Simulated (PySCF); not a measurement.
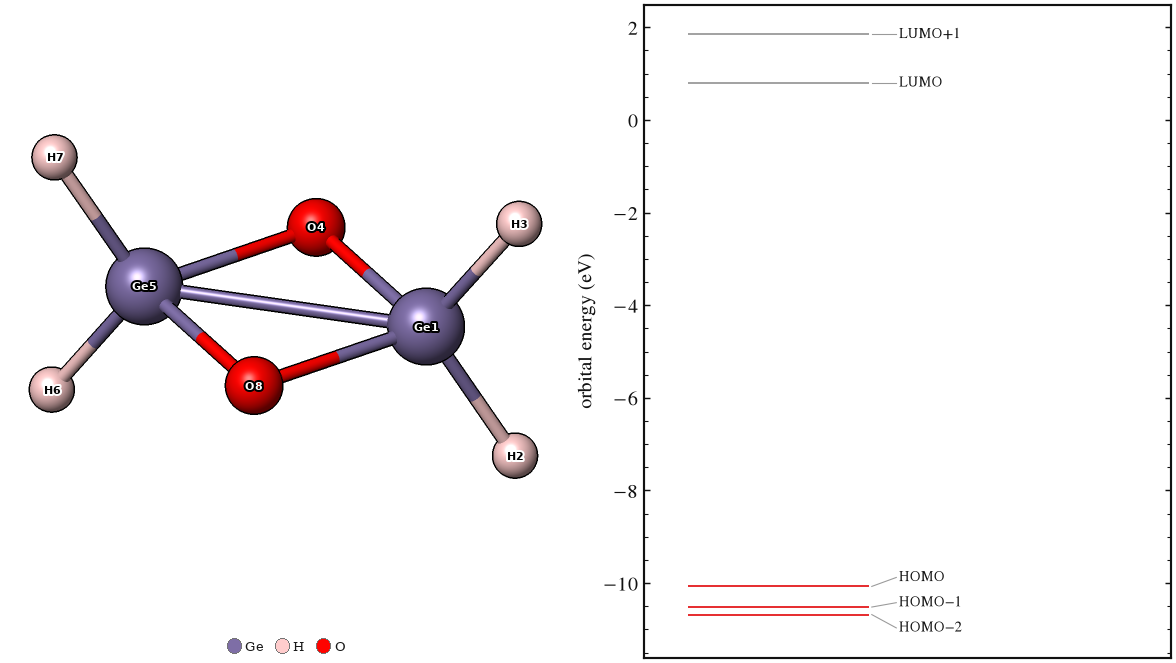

Ge₂H₄O₂, singlet. Kohn-Sham orbital energies near the frontier, ωB97X-D/def2-SVPD in PySCF, at a PBE0-D3(BJ)/def2-SVP geometry (no frequency check), isolated molecule; empty levels in grey, levels within 0.03 eV side by side.

**Where do the frontier orbitals lie?**

HOMO at −10.07 eV, LUMO at 0.80 eV, 10.87 eV apart.

**How far below the HOMO does the next level lie?**

0.45 eV.

Known limits of this run: empty levels above zero depend strongly on the basis.
